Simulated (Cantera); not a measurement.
Input: 1 mol SiH2Cl2, 4.2 mol O3, 0.93 mol NH3, held at 180 Torr.

These are equilibrium values from Cantera (NASA tables, ideal gas, pure condensed phases), not measurements of a reactor. Candidate condensed phases: H2O, NH4Cl, Si, SiO2, Si2N2O, Si3N4; 47 gas species. Equilibrium is a limit: real reactors are often held back by kinetics, nucleation or transport.

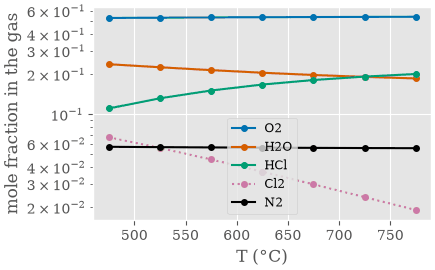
*Equilibrium gas composition (values under 1e-9 drawn at 1e-9)*

**Question.** Read off the mole fractions at 775 °C.

**Answer.** O2 about 0.54, HCl about 0.20, H2O about 0.19, N2 about 0.055, Cl2 about 0.019.
